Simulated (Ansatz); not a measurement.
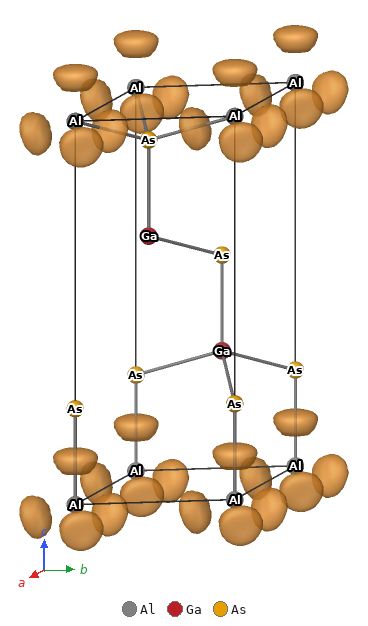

AlGa2As3. Isosurface of the ELF at 0.85 (orange), seen slightly off an axis. Core shells and regions of very low density are left out. Sticks mark near contacts.

Space group P3m1; started from the ordered alloy on zincblende lattice prototype, which need not be the ambient phase.

All numbers below come from DFT, PBE0, plane waves, PAW (Ansatz).

In a PAW calculation such maps are meaningful between the atoms, not at the nuclei.

```
Al Ga As
1.0
     4.01205    0.00000    0.00000
    -2.00603    3.47454    0.00000
     0.00000    0.00000    9.81134
Al Ga As
1 2 3
Direct
  0.00000 0.00000 0.99937
  0.66667 0.33333 0.66651
  0.33333 0.66667 0.33373
  0.66667 0.33333 0.91706
  0.33333 0.66667 0.58343
  0.00000 0.00000 0.24989
```

> Describe the localisation domains.

The surface consists of four regions between bonded Al–As atoms (shared pairs), counted in one cell of 6 atoms. Regions shared between cells count once.

Values along the shortest contacts:
Ga–As (2.45 Å): the ELF peaks at about 0.85 between the atoms: a covalent bond. Al–As (2.45 Å): the ELF peaks at about 0.95 between the atoms; a covalent bond.
